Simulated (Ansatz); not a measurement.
**Si₂H₆F₂ (built from SMILES F[SiH](F)[SiH3].[H][H]): search for a transition state, part 1 of 2**

Wanted: the transition state of a four-centre ligand exchange (form Si1–H7, Si2–H6 and break Si1–Si2, H6–H7). The guess is relaxed with those distances held, a saddle search follows, and vibrations and two downhill relaxations check it.

Program: Ansatz 0.2.0, Gaussian basis. Level of theory: PBE0-D4, def2-SVP first, then def2-TZVP. These are calculated values, not measurements.

152 further runs of the same task are left out: 152 set aside as unsound or not needed. Runs told in other sessions of the task aren't counted.

## Step 1: Where the work starts

The guess: 10 atoms, charge 0, spin multiplicity 1.

Atoms are counted from 1 here; the program's logs count them from 0.

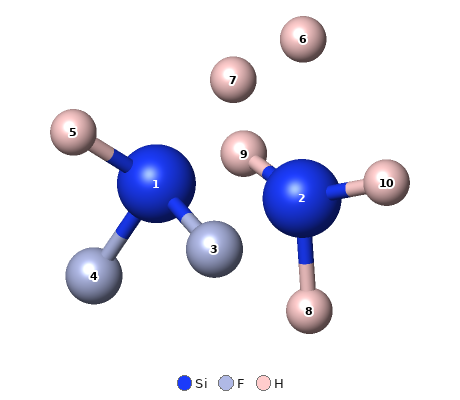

The starting geometry (silicon blue, fluorine light blue, hydrogen pink); atoms are numbered from 1 in the order of the file.

Coordinates:

```
Si   -0.89440    0.90360    0.11060
Si    0.71410   -1.04140   -0.28490
F    -1.85890    0.10540    1.11760
F    -1.64170    0.58800   -1.27920
H    -1.26770    2.29090    0.32080
H     1.97180    0.30860    0.68610
H     0.83300    0.83240    0.57960
H    -0.07170   -2.09660   -0.99390
H     1.45730   -0.39360   -1.34250
H     0.75810   -1.49740    1.08570
```

Distances that are to change: Si1–H7 1.79 Å, Si2–H6 2.08 Å, Si1–Si2 2.55 Å, H6–H7 1.26 Å.

## Step 2: Relaxing the guess with the reacting distances held

Input file hold/in.yaml:

```yaml
crystal:
  periodic: [false, false, false]
  atoms:
    - {symbol: Si, position_ang: [-0.894400, 0.903600, 0.110600]}
    - {symbol: Si, position_ang: [0.714100, -1.041400, -0.284900]}
    - {symbol: F, position_ang: [-1.858900, 0.105400, 1.117600]}
    - {symbol: F, position_ang: [-1.641700, 0.588000, -1.279200]}
    - {symbol: H, position_ang: [-1.267700, 2.290900, 0.320800]}
    - {symbol: H, position_ang: [1.971800, 0.308600, 0.686100]}
    - {symbol: H, position_ang: [0.833000, 0.832400, 0.579600]}
    - {symbol: H, position_ang: [-0.071700, -2.096600, -0.993900]}
    - {symbol: H, position_ang: [1.457300, -0.393600, -1.342500]}
    - {symbol: H, position_ang: [0.758100, -1.497400, 1.085700]}
basis:
  gaussian: {orbitals: def2-SVP}
hamiltonian: {xc: pbe0, dispersion: d4}
relax: {f_tol: 0.04, max_steps: 150, escape_saddle: false, constraints: [{distance: [0, 6]}, {distance: [1, 5]}, {distance: [0, 1]}, {distance: [5, 6]}]}
```

Command:

```console
$ ansatz run in.yaml --threads 4 --pin off --events-out ev --progress --plain --max-ram 9574MiB
```

Standard output, cut to the lines that bear on the results:

```text
Functional definition: PBE0
  name "PBE0"
  cite "Adamo & Barone, J. Chem. Phys. 110, 6158 (1999) doi:10.1063/1.478522"
  cite "Perdew, Burke & Ernzerhof, Phys. Rev. Lett. 77, 3865 (1996) doi:10.1103/PhysRevLett.77.3865"
  parent pbe
[...]
951 factors; integrals over basis functions are off by at most 5.9e-4 eV
[...]
mean field -21263.79825773 eV, -781.4301728513 hartree, gradient 1.4e-5 eV, S^2 0.000000; 0 other end points of the search recorded, 0 dependent functions left out
[...]
reference -21263.79828424 eV, -781.4301738257 hartree; 26, 26 occupied and 68, 68 virtual orbitals, 951 factors
[...]
Atom 2 at    -1.677267     0.709204     1.526315 Å, force    -0.020260     0.007663     0.004980 eV/Å
Atom 3 at    -2.013980     0.166868    -0.825467 Å, force    -0.006822     0.010050    -0.003779 eV/Å
Atom 4 at    -0.419010     1.997669    -0.533229 Å, force    -0.014283    -0.008073    -0.000687 eV/Å
Atom 5 at     0.630271     0.389879     0.916114 Å, force    -0.555080     2.324003     0.506789 eV/Å
Atom 6 at     0.347484     1.581189     1.204878 Å, force     0.987300    -2.093206    -0.198178 eV/Å
Atom 7 at     0.015606    -1.928393    -1.503593 Å, force    -0.002456     0.002337     0.000352 eV/Å
Atom 8 at     1.996947    -0.518268    -1.091079 Å, force     0.000370     0.000491     0.001341 eV/Å
Atom 9 at     1.170779    -2.004096     0.657537 Å, force    -0.003286     0.003808     0.000879 eV/Å
Dipole moment:     0.551914    -0.031838    -0.054308 e Å
```

It took 30 s on 4 threads of Arm Neoverse V1, shared host.

Along the way:

```
step  energy from step 1 (eV)  largest force component (eV/Å)
   1                   0.0000                          1.2158
   2                  -0.4506                          0.5800
   3                  -0.6249                          0.8385
   4                  -0.6950                          0.3191
   5                  -0.7114                          0.3540
   6                  -0.7333                          0.1841
   7                  -0.7650                          0.2292
   8                  -0.7741                          0.2551
   9                  -0.7946                          0.4787
  10                  -0.8055                          0.3453
  11                  -0.8127                          0.0853
  12                  -0.8136                          0.1333
  13                  -0.8162                          0.0582
  14                  -0.8189                          0.0593
  15                  -0.8273                          0.7022
  16                  -0.8416                          0.7604
  17                  -0.8633                          0.8747
  18                  -0.9007                          0.8406
  19                  -0.9463                          1.1385
  20                  -1.0310                          0.6514
  21                  -1.0705                          0.4270
  22                  -1.0967                          0.4928
  23                  -1.1375                          0.3457
  24                  -1.1596                          0.1233
  25                  -1.1645                          0.0724
  26                  -1.1657                          0.0485
  27                  -1.1659                          0.0203
```

Distances of close pairs at the start and the end, largest changes first:

```
   bond  before (Å)  after (Å)  change (Å)
 Si1–H6       2.983      1.688      -1.295
Si2–H10       1.445      1.493      +0.048
 Si2–H9       1.446      1.494      +0.048
 Si1–H5       1.452      1.481      +0.029
 Si1–F4       1.609      1.637      +0.027
 Si1–F3       1.607      1.624      +0.018
 Si2–H8       1.495      1.490      -0.004
```

## Step 3: Force constants to start from

Input file hessian/in.yaml:

```yaml
crystal:
  periodic: [false, false, false]
  atoms:
    - {symbol: Si, position_ang: [-0.827492, 0.744835, 0.142389]}
    - {symbol: Si, position_ang: [0.776563, -1.138986, -0.493964]}
    - {symbol: F, position_ang: [-1.677267, 0.709204, 1.526315]}
    - {symbol: F, position_ang: [-2.013980, 0.166868, -0.825467]}
    - {symbol: H, position_ang: [-0.419010, 1.997669, -0.533229]}
    - {symbol: H, position_ang: [0.630271, 0.389879, 0.916114]}
    - {symbol: H, position_ang: [0.347484, 1.581189, 1.204878]}
    - {symbol: H, position_ang: [0.015606, -1.928393, -1.503593]}
    - {symbol: H, position_ang: [1.996947, -0.518268, -1.091079]}
    - {symbol: H, position_ang: [1.170779, -2.004096, 0.657537]}
basis:
  gaussian: {orbitals: def2-SVP}
hamiltonian: {xc: pbe0, dispersion: d4}
phonons: {}
scf: {lower_state_search: off}
```

Command:

```console
$ ansatz run in.yaml --threads 4 --pin off --events-out ev --progress --plain --max-ram 9574MiB
```

Standard output, cut to the lines that bear on the results:

```text
[... 5 set-up lines as earlier in the session ...]
[...]
955 factors; integrals over basis functions are off by at most 3.1e-4 eV
[...]
mean field -21264.97860963 eV, -781.4735499837 hartree, gradient 6.7e-6 eV, S^2 0.000000; 0 other end points of the search recorded, 0 dependent functions left out
[...]
WARN: phonons: modes at or below zero, which the zero-point energy, F, S and C_V leave out: 2, the lowest at -1250.23 cm⁻¹. A minimum has none, and a first-order saddle one
[...]
Atom 8 at     1.996947    -0.518268    -1.091079 Å, force     0.000355     0.000503     0.001375 eV/Å
Atom 9 at     1.170779    -2.004096     0.657537 Å, force    -0.003280     0.003734     0.000876 eV/Å
Dipole moment:     0.551918    -0.031836    -0.054311 e Å
Vibrations: -1250.23 -88.99 123.09 183.11 300.42 366.12 476.50 509.83 569.57 678.50 746.20 837.18 852.75 892.98 912.61 923.40 956.15 1253.99 1290.33 1781.22 2229.48 2246.69 2260.19 2289.28 cm⁻¹, zero-point energy 1.405955 eV
Checks for a lower state left out: stability, starts, cluster_reference, orbital_swaps, neighbouring_geometries, increment
```

It took 42 s on 4 threads of Arm Neoverse V1, shared host.

The structure is not stationary yet, so these wavenumbers are no spectrum; the search needs only the force constants.

## Step 4: Saddle search in the small basis

A small driver takes partitioned rational-function steps: uphill along one mode, downhill along the rest. It calls the program once a step for energy and forces and updates the Hessian by Bofill's formula. It stops when the largest force is under 0.04 eV/Å and the followed curvature is negative. The first step's input:

Input file presaddle/in.yaml:

```yaml
crystal:
  periodic: [false, false, false]
  atoms:
    - {symbol: Si, position_ang: [-0.827492, 0.744835, 0.142389]}
    - {symbol: Si, position_ang: [0.776563, -1.138986, -0.493964]}
    - {symbol: F, position_ang: [-1.677267, 0.709204, 1.526315]}
    - {symbol: F, position_ang: [-2.013980, 0.166868, -0.825467]}
    - {symbol: H, position_ang: [-0.419010, 1.997669, -0.533229]}
    - {symbol: H, position_ang: [0.630271, 0.389879, 0.916114]}
    - {symbol: H, position_ang: [0.347484, 1.581189, 1.204878]}
    - {symbol: H, position_ang: [0.015606, -1.928393, -1.503593]}
    - {symbol: H, position_ang: [1.996947, -0.518268, -1.091079]}
    - {symbol: H, position_ang: [1.170779, -2.004096, 0.657537]}
basis:
  gaussian: {orbitals: def2-SVP}
hamiltonian: {xc: pbe0, dispersion: d4}
output: {forces: true}
scf: {lower_state_search: off}
```

Command:

```console
$ ansatz run in.yaml --threads 4 --pin off --events-out ev --progress --plain --max-ram 9574MiB
```

The driver's record:

```
step   energy (eV)  largest force (eV/Å)  followed curvature (eV/Å²)
   1  -21265.14029                2.3241                       -9.41
   2  -21265.06617                0.9809                      -10.98
   3  -21265.16668                0.3862                      -12.06
   4  -21265.16893                0.3867                      -11.82
   5  -21265.16441                0.4439                      -11.85
   6  -21265.16972                0.3812                      -11.85
   7  -21265.17984                0.0651                      -11.83
   8  -21265.18307                0.0818                      -11.87
   9  -21265.18769                0.0651                      -11.87
  10  -21265.19617                0.1043                      -11.87
  11  -21265.21106                0.1642                      -11.86
  12  -21265.22705                0.2638                      -11.86
  13  -21265.24235                0.3545                      -11.85
  14  -21265.25280                0.5738                      -11.84
  15  -21265.26973                0.2568                      -11.83
  16  -21265.27889                0.2875                      -11.85
  17  -21265.28612                0.1818                      -11.83
  18  -21265.28447                0.5066                      -11.88
  19  -21265.29039                0.1341                      -11.92
  20  -21265.29128                0.0578                      -11.95
  21  -21265.29169                0.0736                      -11.86
  22  -21265.29073                0.1279                      -11.93
  23  -21265.29090                0.1500                      -11.89
  24  -21265.29109                0.0982                      -11.88
  25  -21265.29170                0.0678                      -11.88
  26  -21265.29181                0.0324                      -11.88
```

The 26 steps took 20 s in all (4 threads of Arm Neoverse V1, shared host).

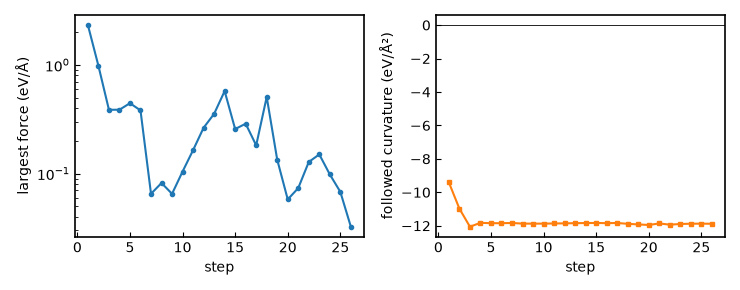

Largest force and followed curvature during the search.

## Step 5: Saddle search in triple zeta

The search itself is an outer loop (partitioned rational-function steps, Bofill update of the Hessian). Each step is one single-point run with forces. It stops when the largest force is under 0.01 eV/Å and the followed curvature is negative. The first step's input:

Input file saddle/in.yaml:

```yaml
crystal:
  periodic: [false, false, false]
  atoms:
    - {symbol: Si, position_ang: [-0.723516, 0.926221, 0.192073]}
    - {symbol: Si, position_ang: [0.781478, -1.086899, -0.457325]}
    - {symbol: F, position_ang: [-2.089058, 0.849081, 1.061440]}
    - {symbol: F, position_ang: [-1.399094, 0.403596, -1.217465]}
    - {symbol: H, position_ang: [-0.060445, 2.183617, -0.197345]}
    - {symbol: H, position_ang: [0.384932, 0.078842, 0.949203]}
    - {symbol: H, position_ang: [0.091980, 0.976807, 1.641637]}
    - {symbol: H, position_ang: [-0.208097, -2.190783, -0.588813]}
    - {symbol: H, position_ang: [1.288598, -0.613662, -1.776080]}
    - {symbol: H, position_ang: [1.933122, -1.526920, 0.392575]}
basis:
  gaussian: {orbitals: def2-TZVP}
hamiltonian: {xc: pbe0, dispersion: d4}
output: {forces: true}
scf: {lower_state_search: off}
```

Command:

```console
$ ansatz run in.yaml --threads 4 --pin off --events-out ev --progress --plain --max-ram 9574MiB
```

The driver's record:

```
step   energy (eV)  largest force (eV/Å)  followed curvature (eV/Å²)
   1  -21278.09974                0.8498                      -11.88
   2  -21278.10059                0.8449                      -11.93
   3  -21278.11234                0.5980                      -12.01
   4  -21278.12201                0.0672                      -11.98
   5  -21278.12317                0.1550                      -11.99
   6  -21278.12449                0.0682                      -11.92
   7  -21278.12460                0.0184                      -10.99
   8  -21278.12464                0.0484                      -11.41
   9  -21278.12468                0.0482                      -11.94
  10  -21278.12475                0.0076                      -12.01
```

The 10 steps took 17 s in all (4 threads of Arm Neoverse V1, shared host).

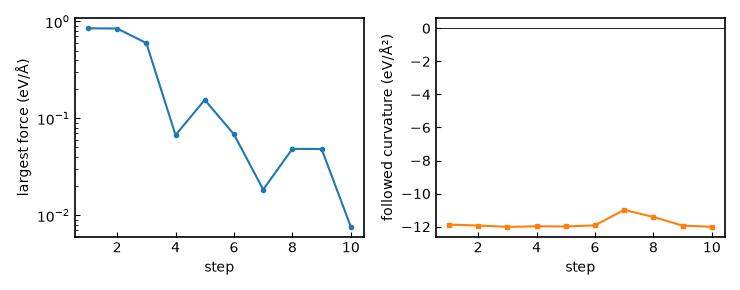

Largest force and followed curvature during the search.

The point found:

```
atom    x (Å)    y (Å)    z (Å)
 Si1  -0.7388   0.9285   0.1912
 Si2   0.7869  -1.0944  -0.4564
  F3  -2.0664   0.8637   1.0719
  F4  -1.4170   0.4227  -1.1917
  H5  -0.0836   2.1786  -0.2084
  H6   0.3819   0.0838   0.9308
  H7   0.0969   0.9693   1.6253
  H8  -0.1900  -2.1968  -0.6126
  H9   1.3130  -0.6192  -1.7572
 H10   1.9171  -1.5364   0.4072
```

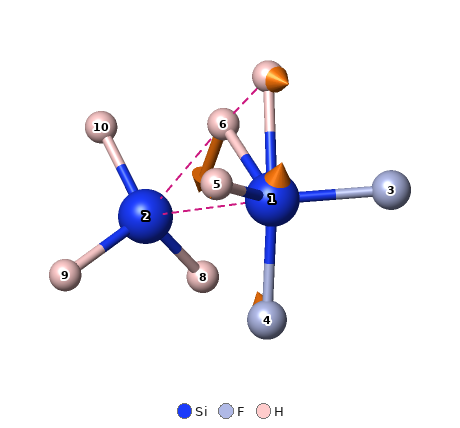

The point found; arrows show the followed mode. Pairs that react are joined by broken lines, hidden where the pair is close enough to be drawn as a bond.

## Step 6: Checking the order of the point

Input file vib/in.yaml:

```yaml
crystal:
  periodic: [false, false, false]
  atoms:
    - {symbol: Si, position_ang: [-0.738795, 0.928538, 0.191155]}
    - {symbol: Si, position_ang: [0.786891, -1.094388, -0.456438]}
    - {symbol: F, position_ang: [-2.066433, 0.863708, 1.071923]}
    - {symbol: F, position_ang: [-1.417033, 0.422652, -1.191729]}
    - {symbol: H, position_ang: [-0.083616, 2.178634, -0.208412]}
    - {symbol: H, position_ang: [0.381904, 0.083775, 0.930782]}
    - {symbol: H, position_ang: [0.096938, 0.969336, 1.625278]}
    - {symbol: H, position_ang: [-0.190027, -2.196813, -0.612644]}
    - {symbol: H, position_ang: [1.312958, -0.619169, -1.757212]}
    - {symbol: H, position_ang: [1.917114, -1.536373, 0.407198]}
basis:
  gaussian: {orbitals: def2-TZVP}
hamiltonian: {xc: pbe0, dispersion: d4}
phonons: {temperatures: {t_min: 298.15, t_max: 900, t_step: 200}}
```

Command:

```console
$ ansatz run in.yaml --threads 4 --pin off --events-out ev --progress --plain --max-ram 9574MiB
```

Standard output, cut to the lines that bear on the results:

```text
[... 5 set-up lines as earlier in the session ...]
[...]
1112 factors; their error is unknown
[...]
mean field -21277.96577457 eV, -781.9508194923 hartree, gradient 1.1e-5 eV, S^2 0.000000; 0 other end points of the search recorded, 0 dependent functions left out
[...]
WARN: phonons: modes at or below zero, which the zero-point energy, F, S and C_V leave out: 1, the lowest at -1266.29 cm⁻¹. A minimum has none, and a first-order saddle one
[...]
Atom 7 at    -0.190027    -2.196813    -0.612644 Å, force     0.000563     0.000390     0.000839 eV/Å
Atom 8 at     1.312958    -0.619169    -1.757212 Å, force    -0.002477     0.000617    -0.002507 eV/Å
Atom 9 at     1.917114    -1.536373     0.407198 Å, force     0.002270    -0.002732     0.004492 eV/Å
Dipole moment:     0.461291    -0.107344     0.039241 e Å
Vibrations: -1266.29 77.68 153.06 184.72 327.61 382.87 440.03 487.72 647.29 681.71 802.02 842.04 898.65 922.28 939.38 958.80 1101.07 1162.27 1647.52 1974.00 2212.65 2249.20 2267.34 2320.17 cm⁻¹, zero-point energy 1.467978 eV
```

Run time: 87 s. Hardware: 4 threads of Arm Neoverse V1, shared host.

Wavenumbers and character of the modes:

```
mode  wavenumber (cm⁻¹)                                                            character
   1              1266i                                                changes Si2–H6, H6–H7
   2                 78                                                                 bend
   3                153  not assigned (largely outside the bonds, angles and torsions drawn)
   4                185  not assigned (largely outside the bonds, angles and torsions drawn)
   5                328  not assigned (largely outside the bonds, angles and torsions drawn)
   6                383  not assigned (largely outside the bonds, angles and torsions drawn)
   7                440  not assigned (largely outside the bonds, angles and torsions drawn)
   8                488  not assigned (largely outside the bonds, angles and torsions drawn)
   9                647                                                                 bend
  10                682  not assigned (largely outside the bonds, angles and torsions drawn)
  11                802                                                         Si–F stretch
  12                842                                                                 bend
  13                899                                                         Si–F stretch
  14                922                                                                 bend
  15                939                                                                 bend
  16                959                                                                 bend
  17               1101                                                                 bend
  18               1162                                                                 bend
  19               1648                                                         Si–H stretch
  20               1974                                                         Si–H stretch
  21               2213                                                         Si–H stretch
  22               2249                                                         Si–H stretch
  23               2267                                                         Si–H stretch
  24               2320                                                         Si–H stretch
```

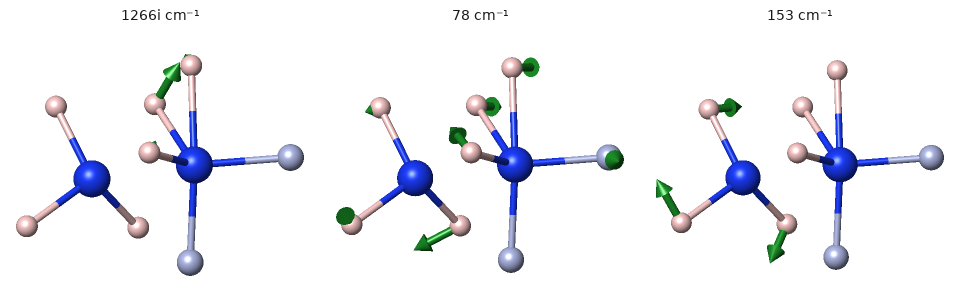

Displacements of 3 modes, as arrows.

Vibrational sums (real modes only):

```
T (K)  entropy (J/mol/K)  heat capacity (J/mol/K)
  298               60.2                     71.0
  498              106.0                    107.9
  698              146.5                    131.8
  898              181.8                    147.9
```

(Continued in part 2 of 2.)
